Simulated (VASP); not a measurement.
# NbTe2 under strain, part 4 of 4

How does the pressure of NbTe2 answer to a change of volume? The bands are shown for each cell. All runs use LDA. Left out of this account: 1 further run (fields: a reference on another mesh). The start is a computed cell from the Materials Project.

VASP 6.6.1; LDA; plane waves and PAW (Nb_sv, Te).

Still holding for the runs below: This run has no spin polarisation. Its electron count is odd, so without a moment it is a metal by construction. The k-mesh is coarse for a metal. Spin-orbit coupling is off here; with elements this heavy it splits and shifts levels by tenths of an eV or more.

So far, pressure (GPa): step 2 (bands, cell as listed) -5.15; step 4 (cell volume +8.0 %) -9.34; step 5 (bands, sheared, principal strains -2.4, -0.0, +2.5 %) -5.22; step 6 (cell volume -4.0 %) -2.19; step 7 (cell volume -8.0 %) 1.54.

### 8. Bands, atoms displaced by up to 0.23 Å

The atoms are moved off their sites at random, as a crude picture of disorder.

The input, INCAR:

```
SYSTEM = NbTe2
PREC = Accurate
ENCUT = 400
EDIFF = 1E-06
NELM = 100
ISMEAR = -1
SIGMA = 0.05
LREAL = .FALSE.
ALGO = Normal
GGA = CA
NBANDS = 25
LASPH = .TRUE.
LORBIT = 11
LWAVE = .FALSE.
LCHARG = .FALSE.
KPAR = 4
```

The input, POSCAR:

```
NbTe2
1.0
    3.7204640793      0.0000000000      0.0000000000
   -1.8602320397      3.2220164065      0.0000000000
    0.0000000000      0.0000000000      7.1482664684
Nb Te
1 2
Direct
    0.0052860000      0.0155330000      0.0308630000
    0.6524110000      0.3361680000      0.7391680000
    0.3352160000      0.6738290000      0.2375810000
```

The input, KPOINTS:

```
Automatic mesh
0
Gamma
9 9 4
0 0 0
```

The input, KPOINTS_OPT:

```
Line mode
16
Line-mode
Reciprocal
  0.00000000   0.00000000   0.00000000 GAMMA
  0.50000000   0.00000000   0.00000000 M

  0.50000000   0.00000000   0.00000000 M
  0.33333333   0.33333333   0.00000000 K

  0.33333333   0.33333333   0.00000000 K
  0.00000000   0.00000000   0.00000000 GAMMA

  0.00000000   0.00000000   0.00000000 GAMMA
  0.00000000   0.00000000   0.50000000 A

  0.00000000   0.00000000   0.50000000 A
  0.50000000   0.00000000   0.50000000 L

  0.50000000   0.00000000   0.50000000 L
  0.33333333   0.33333333   0.50000000 H

  0.33333333   0.33333333   0.50000000 H
  0.00000000   0.00000000   0.50000000 A

  0.50000000   0.00000000   0.50000000 L
  0.50000000   0.00000000   0.00000000 M

  0.33333333   0.33333333   0.00000000 K
  0.33333333   0.33333333   0.50000000 H
```

PAW data sets: Nb_sv and Te (LDA family, release 64).

Started as:

```
$ mpirun -np 4 vasp_std
```

Output:

```text
[... set-up lines as in an earlier step ...]
 entering main loop
       N       E                     dE             d eps       ncg     rms          rms(c)
DAV:   1     0.147248761622E+03    0.14725E+03   -0.92645E+03  8342   0.712E+02
DAV:   2    -0.941803231911E+01   -0.15667E+03   -0.15090E+03 11264   0.249E+02
DAV:   3    -0.197291524753E+02   -0.10311E+02   -0.10141E+02 13388   0.490E+01
DAV:   4    -0.201109697391E+02   -0.38182E+00   -0.37959E+00 11339   0.960E+00
DAV:   5    -0.201223793134E+02   -0.11410E-01   -0.11406E-01 12455   0.170E+00    0.992E+00
DAV:   6    -0.196326716467E+02    0.48971E+00   -0.46717E+00 12980   0.103E+01    0.578E+00
DAV:   7    -0.194273824010E+02    0.20529E+00   -0.21382E+00 11784   0.539E+00    0.312E+00
DAV:   8    -0.193697556932E+02    0.57627E-01   -0.22792E-01 12386   0.255E+00    0.730E-01
DAV:   9    -0.193692129771E+02    0.54272E-03   -0.11292E-02 10089   0.593E-01    0.301E-01
DAV:  10    -0.193690902835E+02    0.12269E-03   -0.11210E-03 12621   0.240E-01    0.831E-02
DAV:  11    -0.193690838283E+02    0.64551E-05   -0.78776E-05 10137   0.477E-02    0.395E-02
DAV:  12    -0.193690840085E+02   -0.18021E-06   -0.28066E-05 11920   0.336E-02    0.725E-03
DAV:  13    -0.193690841010E+02   -0.92470E-07   -0.16293E-06  7539   0.901E-03
   1 F= -.19369084E+02 E0= -.19356185E+02  d E =-.257977E-01
 Start KPOINTS_OPT (optional k-point list driver)
k-point batch [1-144\144]
       N       E                     dE             ncg
DAV:   1    -0.588581105364E+04   -0.81336E+05     7528
DAV:   2    -0.277024788606E+05   -0.21817E+05     9770
DAV:   3    -0.291861810069E+05   -0.14837E+04    11925
DAV:   4    -0.292394600339E+05   -0.53279E+02    10311
DAV:   5    -0.292408582886E+05   -0.13983E+01    10793
DAV:   6    -0.292408812750E+05   -0.22986E-01    10344
DAV:   7    -0.292408818414E+05   -0.56642E-03    10584
DAV:   8    -0.292408818508E+05   -0.94147E-05     8344
DAV:   9    -0.292408818513E+05   -0.51452E-06     7130
```

Run time: 46 s. Hardware: 4 MPI ranks of Intel Xeon Platinum 8488C (Sapphire Rapids), shared host; peak memory 1.7 GiB; 3 min of CPU time.

From OUTCAR (step 8):

```text
   NELECT =      25.0000    total number of electrons

 E-fermi :   6.9677

 k-point     1 :       0.0000    0.0000    0.0000
  band No.  band energies     occupation
    ...
      8       4.2081      2.00000
      9       4.2282      2.00000
     10       5.4385      2.00000
     11       6.7915      1.94270
     12       6.8288      1.88299
     13       7.5872      0.00001
     14       7.9722      0.00000
     15       7.9802      0.00000
     16      10.7313      0.00000
     17      10.7942      0.00000
    ...

  Total       -0.3415194      0.1731587     -0.5733224      0.0695498      0.2251581     -0.2758442
  in kB       -6.3855797      3.2376464    -10.7197303      1.3004121      4.2099068     -5.1576144
  external PRESSURE =      -4.6225546 kB  Pullay stress =       0.0000000 kB

 POSITION                                       TOTAL-FORCE (eV/Angst)
 -----------------------------------------------------------------------------------
     -0.00923      0.05005      0.22062        -0.019218     -0.266939     -4.313000
      1.80192      1.08314      5.28377         0.087649      0.045122      1.541182
     -0.00632      2.17109      1.69829        -0.068431      0.221817      2.771818
 -----------------------------------------------------------------------------------
    total drift:                               -0.000072     -0.000273      0.000342

  FREE ENERGIE OF THE ION-ELECTRON SYSTEM (eV)
  ---------------------------------------------------
  free  energy   TOTEN  =       -19.3690841010 eV

  energy  without entropy=      -19.3432864263  energy(sigma->0) =      -19.35618526

[... 5 parts as in an earlier step ...]

[... 12 further parts left out ...]
```

This step gave:

| Quantity | Value |
| --- | --- |
| irreducible k-points | 163 |
| symmetry operations | 1 |
| free energy (TOTEN) | -19.37 eV |
| energy at zero smearing | -19.36 eV |
| Fermi energy | 6.968 eV |
| pressure | -0.4623 GPa |

Electronic bands along the path, in eV, zero at the Fermi level; # counts the bands kept, so #1 is VASP's band 7:

| point | #3 | #4 | #5 | #6 | #7 | #8 | #9 | #10 |
| --- | --- | --- | --- | --- | --- | --- | --- | --- |
| Γ | -2.74 | -1.53 | -0.18 | -0.14 | 0.62 | 1.00 | 1.01 | 3.76 |
| M | -3.26 | -2.82 | -2.61 | -0.79 | -0.54 | 1.14 | 1.56 | 2.57 |
| K | -3.77 | -2.83 | -2.73 | -2.64 | 0.73 | 0.96 | 1.05 | 2.60 |
| Γ | -2.74 | -1.53 | -0.18 | -0.14 | 0.62 | 1.00 | 1.01 | 3.76 |
| A | -2.73 | -2.72 | -0.19 | -0.14 | 0.74 | 0.90 | 0.93 | 4.00 |
| L | -3.27 | -2.88 | -2.02 | -0.64 | -0.56 | 1.15 | 1.57 | 3.04 |
| H | -4.00 | -3.14 | -2.61 | -2.34 | 0.41 | 0.65 | 0.71 | 3.37 |
| A | -2.73 | -2.72 | -0.19 | -0.14 | 0.74 | 0.90 | 0.93 | 4.00 |
| jump to L | -3.27 | -2.88 | -2.02 | -0.64 | -0.56 | 1.15 | 1.57 | 3.04 |
| M | -3.26 | -2.82 | -2.61 | -0.79 | -0.54 | 1.14 | 1.56 | 2.57 |
| jump to K | -3.77 | -2.83 | -2.73 | -2.64 | 0.73 | 0.96 | 1.05 | 2.60 |
| H | -4.00 | -3.14 | -2.61 | -2.34 | 0.41 | 0.65 | 0.71 | 3.37 |

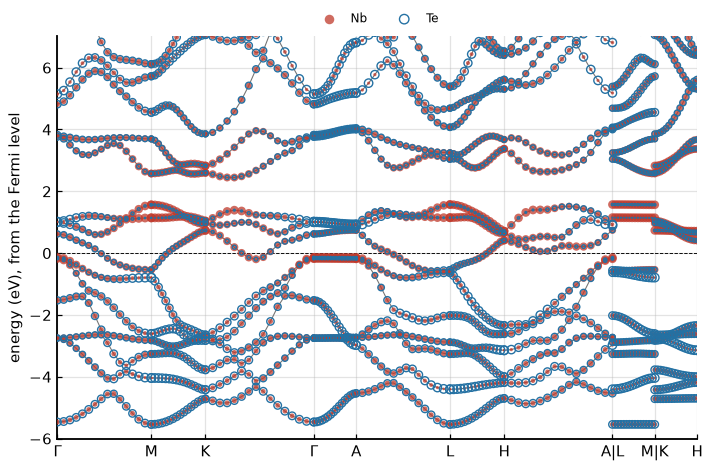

Electronic bands along the path; dots are coloured as in the legend, and their area grows with the weight.

Force by atom:

| atom | x (eV/Å) | y (eV/Å) | z (eV/Å) | size |
| --- | --- | --- | --- | --- |
| Nb1 | -0.02 | -0.27 | -4.31 | 4.32 |
| Te2 | 0.09 | 0.05 | 1.54 | 1.54 |
| Te3 | -0.07 | 0.22 | 2.77 | 2.78 |

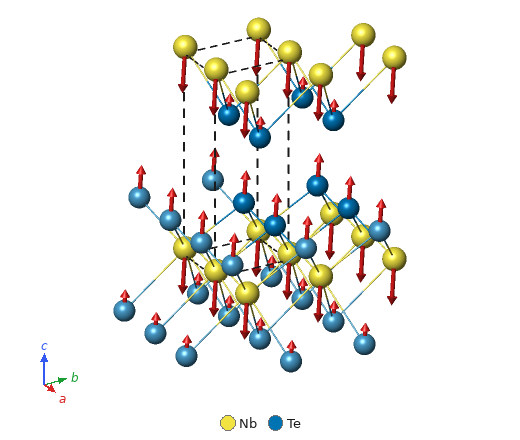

Force as arrows, the longest 4.32 eV/Å. 2×2×1 cells are drawn. Some periodic images of atoms are drawn too.

 The pressure is -0.46 GPa, and the symmetry operations fall from 12 to 1.

### 9. The runs together

```
                                         cell   mesh  pressure (GPa)  gap (eV)
                               cell as listed  9×9×4           -5.15      none
                            volume times 1.04  9×9×4           -7.49      none
                            volume times 1.08  9×9×4           -9.34      none
sheared, principal strains -2.4, -0.0, +2.5 %  9×9×4           -5.22      none
                            volume times 0.96  9×9×4           -2.19      none
                            volume times 0.92  9×9×4            1.54      none
              atoms displaced by up to 0.23 Å  9×9×4           -0.46      none
```

### 10. Outcome

```yaml
pressure_cell_as_listed: -5.15 GPa
pressure_volume_times_1p04: -7.49 GPa
pressure_volume_times_1p08: -9.34 GPa
pressure_sheared_principal_strains_minus_2p4_minus_0p0_plus_2p5: -5.22 GPa
pressure_volume_times_0p96: -2.19 GPa
pressure_volume_times_0p92: 1.54 GPa
pressure_atoms_displaced_by_up_to_0p23_a: -0.462 GPa
bulk_modulus_at_the_listed_volume_shape_and_positions_held: 66.6 GPa
```

In words: The slope of pressure against ln V at the listed volume gives a bulk modulus of 66.6 GPa at fixed shape and positions, an upper bound since the atoms bear forces (not that of equilibrium, since the cell bears -5.2 GPa there). The atoms were not relaxed in the changed cells. Spin-orbit coupling is left out, and with elements this heavy it would split and shift bands near the Fermi level. The k-sampling is coarse for a metal, so the Fermi level, pressures and the shape of the cell carry errors. With an odd electron count and no spin the cell is a metal by construction.

[Lines on the potential files, build, host, timing and source positions are cut from VASP's logs without a mark.]

[Logs are printed without paths, hosts, clocks, repeated set-up lines and the standing remarks that a program may print on its own settings, such as how far it seeks lower states.]

[Hosts, paths, dates, database ids (printed as entryN), source tags and the programs' standing remarks are cut or masked in the printed files.]

[A measured line is paired with the nearest computed mode of its activity, which favours agreement.]
